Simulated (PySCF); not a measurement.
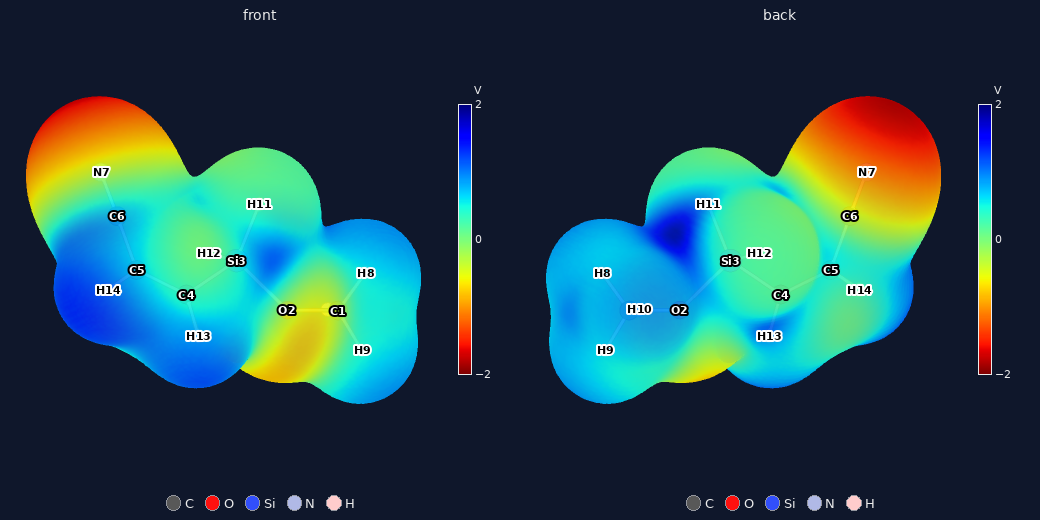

*C4H7NOSi (SMILES CO[SiH2]/C=C\C#N). The electrostatic potential painted on the density surface at 0.002 e/bohr³, seen from the front and from behind; red is negative and blue positive.*

Geometry: GFN2-xTB.

All numbers below come from CAM-B3LYP/def2-SVPD, SCF density, gas phase in PySCF 2.14.0.

Input

```
{"job": {"kind": "uv", "xc": "CAM-B3LYP", "basis": "def2-SVPD", "nstates": 8, "ntriplets": 3}, "charge": 0, "multiplicity": 1}
C      2.780842    -0.416516    -0.044337
O      1.408031    -0.646635     0.023224
Si     0.205186     0.405392    -0.254677
C     -1.266397    -0.722955     0.056606
C     -2.532656    -0.319440    -0.049031
C     -2.875515     0.997972    -0.403130
N     -3.174484     2.067920    -0.690116
H      3.079417     0.359669     0.663834
H      3.293935    -1.346564     0.202630
H      3.071867    -0.099658    -1.048262
H      0.239390     1.534833     0.679113
H      0.231040     0.912562    -1.629777
H     -1.082868    -1.752496     0.335338
H     -3.378466    -0.974556     0.131441
```

Run with:

```sh
OMP_NUM_THREADS=1 python probes_run.py task.json out
```

Question: Which sites attract a positive test charge, and which a negative one?

Answer: A positive charge is drawn to the negative regions and a negative charge to the positive ones. The most negative region (about −1.8 V) lies over N7, the most positive (about +1.7 V) over Si3. N7 is the likeliest acceptor of a hydrogen bond.

Question: What dipole moment does the calculation give?

Answer: Its dipole moment is 3.80 D.
